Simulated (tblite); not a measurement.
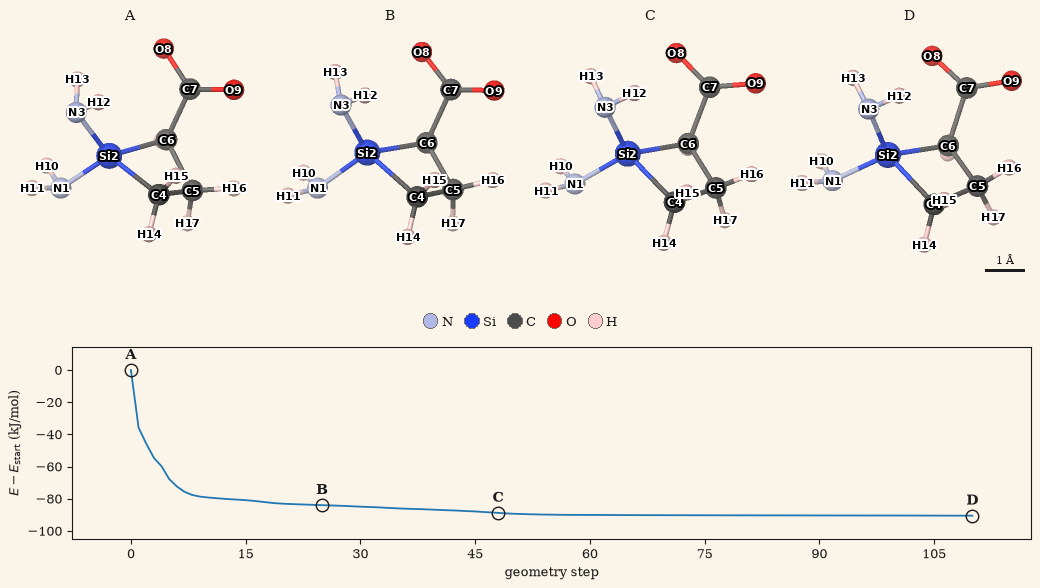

Frames of a relaxation of C₄H₉N₂O₂Si (charge −1), marked on the history of the run. The picture is a ball-and-stick view, seen face on.

All numbers below come from GFN2-xTB geometry optimisation, gas phase in tblite 0.8.0. 

What happens along the run?

Answer. The energy falls by 90.5 kJ/mol in 110 geometry steps. An H atom moves most after the best rigid fit: 0.81 Å. By element the largest moves are H 0.81 Å, O 0.55 Å, N 0.44 Å, C 0.30 Å, Si 0.04 Å. Near-neighbour distances that change, for instance: N–Si 1.665 → 1.753 Å, C–C 1.509 → 1.579 Å, C–Si 1.847 → 1.916 Å, C–Si 1.831 → 1.883 Å. Among the angles between lasting bonds that change: N–Si–N 100.3° → 108.5°, Si–N–H 105.5° → 113.5°, N–Si–C 118.2° → 111.4°. Groups turn about C–C by about 30°, N–Si by about 30°, C–C by about 25°. From step 0 to 25: N and H atoms move most (0.27 Å), energy −83.9 kJ/mol. From step 25 to 48: an O atom moves most (0.42 Å), energy −4.82 kJ/mol. From step 48 to 110: an H atom moves most (0.28 Å), energy −1.73 kJ/mol.

```json
{"step": "0", "E − E(0), kJ/mol": "0.00"}
{"step": "1", "E − E(0), kJ/mol": "-35.80"}
{"step": "2", "E − E(0), kJ/mol": "-45.72"}
{"step": "3", "E − E(0), kJ/mol": "-54.56"}
{"step": "4", "E − E(0), kJ/mol": "-59.79"}
{"step": "5", "E − E(0), kJ/mol": "-67.72"}
{"step": "6", "E − E(0), kJ/mol": "-72.32"}
{"step": "7", "E − E(0), kJ/mol": "-75.66"}
{"step": "8", "E − E(0), kJ/mol": "-77.62"}
{"step": "9", "E − E(0), kJ/mol": "-78.62"}
{"step": "10", "E − E(0), kJ/mol": "-79.18"}
{"step": "15", "E − E(0), kJ/mol": "-80.86"}
{"step": "21", "E − E(0), kJ/mol": "-83.29"}
{"step": "26", "E − E(0), kJ/mol": "-84.11"}
{"step": "31", "E − E(0), kJ/mol": "-85.08"}
{"step": "36", "E − E(0), kJ/mol": "-86.17"}
{"step": "42", "E − E(0), kJ/mol": "-87.23"}
{"step": "47", "E − E(0), kJ/mol": "-88.46"}
{"step": "52", "E − E(0), kJ/mol": "-89.61"}
{"step": "57", "E − E(0), kJ/mol": "-89.99"}
{"step": "63", "E − E(0), kJ/mol": "-90.10"}
{"step": "68", "E − E(0), kJ/mol": "-90.19"}
{"step": "73", "E − E(0), kJ/mol": "-90.23"}
{"step": "78", "E − E(0), kJ/mol": "-90.28"}
{"step": "84", "E − E(0), kJ/mol": "-90.32"}
{"step": "89", "E − E(0), kJ/mol": "-90.35"}
{"step": "94", "E − E(0), kJ/mol": "-90.38"}
{"step": "99", "E − E(0), kJ/mol": "-90.40"}
{"step": "105", "E − E(0), kJ/mol": "-90.46"}
{"step": "110", "E − E(0), kJ/mol": "-90.50"}
```
